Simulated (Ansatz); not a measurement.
## Electronic structure of H$_{2}$O$_{2}$PSi (doublet) in real space

Input

```
crystal:
  periodic: [false, false, false]
  atoms:
    - {symbol: O, position_ang: [0.123035, -0.216238, -2.491066]}
    - {symbol: O, position_ang: [-2.093683, -1.005020, -2.550952]}
    - {symbol: P, position_ang: [-0.878992, -0.818412, -3.720006]}
    - {symbol: Si, position_ang: [-1.091732, -0.402691, -1.321217]}
    - {symbol: H, position_ang: [-1.562992, 0.877227, -0.735231]}
    - {symbol: H, position_ang: [-0.765646, -1.398880, -0.270061]}
basis:
  gaussian: {orbitals: def2-TZVPD}
magnetization: {spin_polarized: true, initial_magnetization: 1}
hamiltonian: {xc: pbe0}
output: {forces: true, orbitals: {seedname: orbitals}}
```

Run with:

```sh
ansatz run input.yaml --threads 1 --pin off --max-ram 2610MiB --events-out events.jsonl --progress --plain --runs-dir runs
```

Geometry: PBE0-D3(BJ)/def2-SVP.

Theory: isolated molecule in a Gaussian basis; Kohn-Sham density functional theory, functional PBE0 in Ansatz 0.2.0.

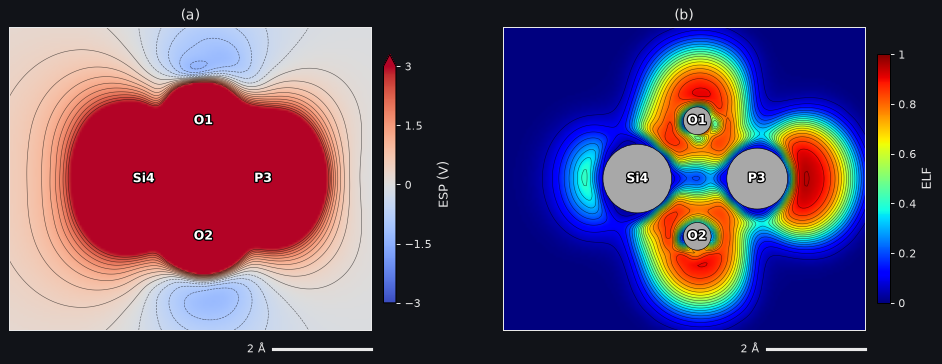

Figure 1. (a) electrostatic potential; (b) electron localisation function on the plane of atoms P3, O2 and Si4. Grey discs cover the atomic cores in the ELF map.

What do the fields say about this system?

The plane passes through O, P and Si nuclei.
P–O (1.70 Å): the ELF peaks at about 0.85 between the atoms: a polar covalent bond.
Si–O (1.70 Å): the ELF peaks at about 0.85 between the atoms; a shared but strongly polarised pair.
Si–P (2.44 Å): the ELF is about 0.20 at the midpoint.
The ELF also peaks beside O2, P3 and O1, away from the bonds: non-bonding electrons, paired or unpaired.
Outside the dense part of the molecule the potential is most negative (−1.4 V) near O1 and O2.

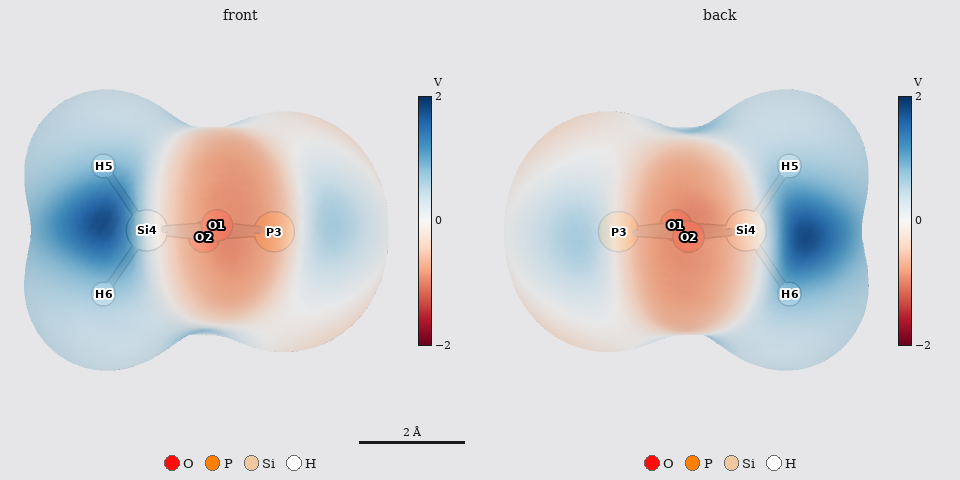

Figure 2. The molecular electrostatic potential painted on the density surface at 0.001 e/bohr³, seen from the front and from behind; the colour scale runs from red (negative) to blue (positive).

Describe the electrostatic potential map.

The most negative region (about −0.9 V) lies over O1 and O2, the most positive (about +1.8 V) over Si4.

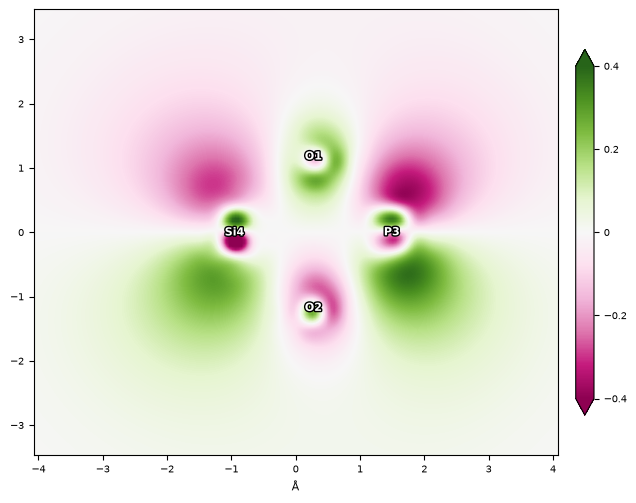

Figure 3. One frontier orbital on the plane of atoms P3, O2 and Si4 (values in Å⁻³ᐟ²; the overall sign is arbitrary).

Which orbital is it: HOMO (α) or LUMO (α)?

The LUMO (α), at −1.48 eV. It lies mainly on P3 (about 40 %), Si4 (about 40 %), O2 (about 5 %) and O1 (about 5 %); π-bonding across P3–Si4.
